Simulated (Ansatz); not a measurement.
# C2H4BrNSi: one species, many methods

Aim: compute C2H4BrNSi with functionals from several rungs and with coupled cluster. The yardstick is the atomisation energy at the CCSD(T) limit.

Method: functionals in def2-TZVPP, the program's frozen cores in correlated methods; program: Ansatz 0.2.0, Gaussian basis.

Levels to be run: PBE-D4, r2SCAN-D4, PBE0-D4, B3LYP-D4, ωB97X-V, ωB97M-V, B2PLYP; CCSD(T)/def2-TZVPP; MP2/def2-QZVPP; extrapolation to the limit.

### 1 The geometry

All runs share one geometry, relaxed beforehand with PBE0-D4 in a triple-zeta def2 set.

SMILES `Br[SiH2]C1=CN1`, 9 atoms, charge 0, spin multiplicity 1.

Atoms are counted from 1 here; the program's logs count them from 0.

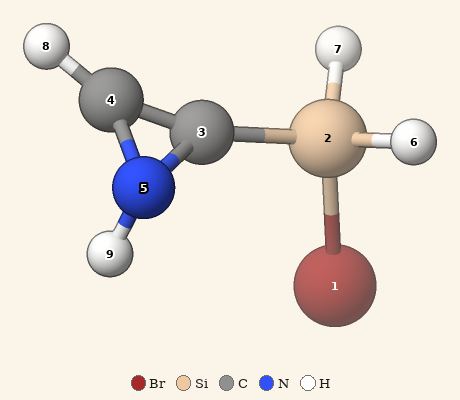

The structure; bromine red, silicon light orange, carbon grey, nitrogen blue, hydrogen white; atoms are numbered from 1 in the order of the file.

### 2 PBE-D4 (GGA)

The input, in.yaml:

```yaml
crystal:
  periodic: [false, false, false]
  atoms:
    - {symbol: Br, position_ang: [-2.623799, 0.992807, -0.619511]}
    - {symbol: Si, position_ang: [-0.956082, 0.714060, 0.823340]}
    - {symbol: C, position_ang: [0.359888, -0.232888, 0.004591]}
    - {symbol: C, position_ang: [1.196984, -1.169821, -0.245052]}
    - {symbol: N, position_ang: [1.424124, -0.027350, -1.110914]}
    - {symbol: H, position_ang: [-0.472273, 2.059115, 1.201141]}
    - {symbol: H, position_ang: [-1.461163, -0.042953, 1.989205]}
    - {symbol: H, position_ang: [1.650502, -2.126736, -0.049717]}
    - {symbol: H, position_ang: [0.970419, -0.212535, -2.010183]}
basis:
  gaussian: {orbitals: def2-TZVPP}
hamiltonian: {xc: pbe, dispersion: d4}
output: {forces: true, orbitals: {seedname: orbitals}}
```

Run with:

```sh
> ansatz run in.yaml --threads 4 --pin off --events-out ev --progress --plain --max-ram 10444MiB
```

The runs that follow: r2SCAN-D4 (meta-GGA); PBE0-D4 (hybrid); B3LYP-D4 (hybrid); ωB97X-V (range-separated); ωB97M-V (range-separated); B2PLYP (double hybrid); CCSD(T) in def2-TZVPP; MP2 in def2-QZVPP.

**Question.** What will the summary of the whole plan be? Wanted: atomisation energy, CCSD(T)/CBS; farthest; mean size of error, hybrid; mean size of error, range-separated; gap, smallest and largest; T1 diagnostic; triples share of the correlation energy.

**Answer**, as computed:

| quantity | value |
| --- | --- |
| atomisation energy, CCSD(T)/CBS | 755.5 kcal/mol |
| functionals within 7.6 kcal/mol (1.0 %) | r2SCAN-D4, PBE0-D4, B3LYP-D4, ωB97X-V, ωB97M-V |
| farthest | PBE-D4 (+25.6 kcal/mol) |
| mean size of error, hybrid | 3.4 kcal/mol |
| mean size of error, range-separated | 2.0 kcal/mol |
| gap, smallest and largest | 2.86 eV (PBE-D4), 9.58 eV (ωB97X-V) |
| T1 diagnostic | 0.0103 |
| triples share of the correlation energy | 4.3 % |

What this shows: PBE-D4 misses by +25.6 kcal/mol. Double hybrids carry the basis error of their MP2 part in triple zeta, and no dispersion term here, so their miss is partly the set-up's. The reference freezes the cores and leaves out relativity and excitations past (T), and its outer-core shells are covered unevenly, so misses under about 7.6 kcal/mol can't be ranked. All levels share the lack of spin-orbit coupling, which lowers the free heavy atoms and so the true binding. Hartree-Fock recovers 67 % of the binding; the rest is correlation. Orbital gaps span 2.9 to 9.6 eV; exact exchange widens them. The restricted reference is unstable towards a spin-broken one. Correlated methods include outer-core shells of Br, which these sets cover unevenly.
